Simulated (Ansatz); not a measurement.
Cost and result by functional for the adsorption energy of SiH3 on the 1x1 (10-10) surface of wurtzite AlN (cut with top plane Al + N), one in a 2x1 cell, started at the site 'top N', in Ansatz (plane waves, PAW). Single points on the PBE structure, on one kind of machine; costs are rough ratios of the slab run's core time (references not counted) to the cheapest single point. r2SCAN's cost holds its higher cutoff (500 against 420 eV). Differences are taken against r2SCAN for comparison alone: no measured value is at hand, so the table doesn't rank accuracy. The points keep PBE's geometry, so the relaxation of a polaron and the settling of charge on one site are left out.

Host crystal: wurtzite AlN, with a band gap (PBE, scalar-relativistic without spin-orbit coupling).

Slab: 36 atoms, 8.9 Å thick at the start under the adsorbate (thin: gaps and levels are the slab's own); k 3x4x1, smearing 0.01 eV, dipole-corrected; 16 atoms held, the rest relaxed; no symmetry held; spin-polarised, ending with about 0.8 μB a cell; orders that need a larger cell were not tried, no spin-orbit, no U, no dispersion correction. At the end it is bonded to N. In PBE it is, or lies within 0.03 eV of, the lowest of the starts that converged. These notes are the PBE run's. RPBE: The program's check for a lower electronic state was not made. r2SCAN: The program's check for a lower electronic state was not made. Adsorption energies are against SiH4(g) − ½ H2(g). A negative adsorption energy means that the adsorbate is more stable on the surface than in its reference.

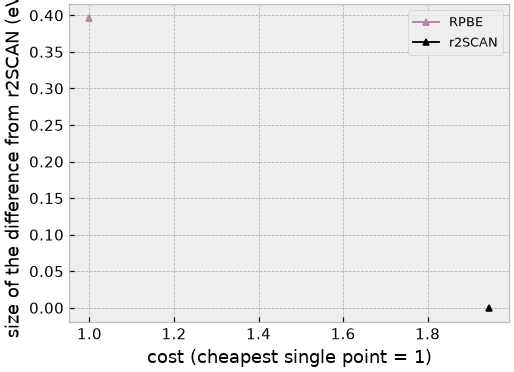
Figure: Difference from r2SCAN against cost

| functional | relative cost | adsorption energy (eV) | less r2SCAN (eV) |
|---|---|---|---|
| RPBE | 1 | 0.05 | 0.40 |
| r2SCAN | 2 | -0.34 | 0.00 |
| PBE (the relaxed run's value) | – | -0.18 | 0.17 |

The values span 0.40 eV, while the single points' costs differ by a factor of roughly 2. Differences are of unrounded values.

Ansatz is an electronic-structure program.
